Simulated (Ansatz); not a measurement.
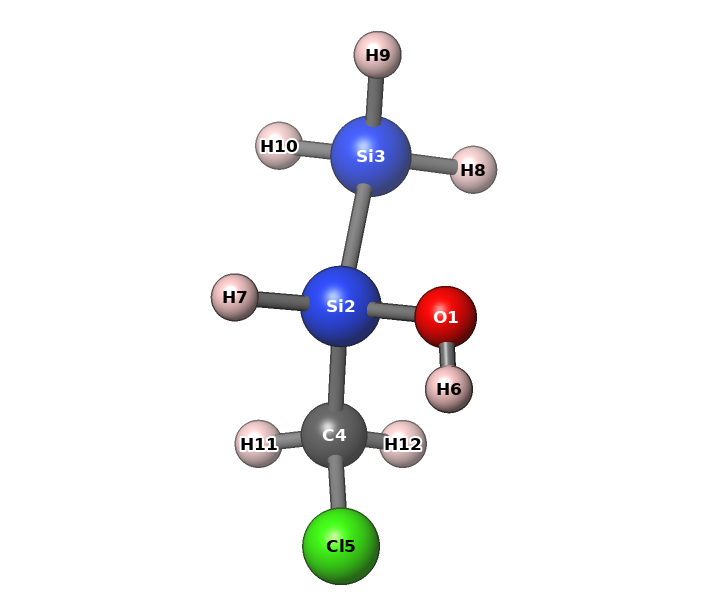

Depth is shown by fading: the farther an atom, the more it takes the colour of the background. Computed geometry: PBE-D4/def2-SVP optimisation. No frequency run is at hand to confirm it as a minimum.

Q: Which atoms or bonds are stereogenic?

A: Centres: Si2.

Q: What are the Cahn–Ingold–Prelog descriptors?

A: Si2: S (priorities Si3 > O1 > C4 > H7).
